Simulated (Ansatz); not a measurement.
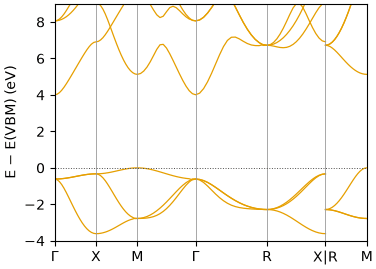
*Band structure from LDA (plane waves, PAW; program Ansatz)*

### Question
Read off the gap and where the band edges lie.

### Answer
About 4.0 eV (4.01 eV by a search for the band edges); maximum at M, minimum at Γ.

The material is NaCl (CsCl type, Pm-3m).

This is a known high-pressure phase of the composition, computed here at zero pressure and temperature. Symmetry was held in the LDA relaxation. At this level the phase is dynamically unstable (imaginary phonons).

Potentials: the earlier of the program's two PAW sets. The files were generated under PBE; for other functionals the program regenerates the frozen cores, and for LDA and PBEsol the local potential too.
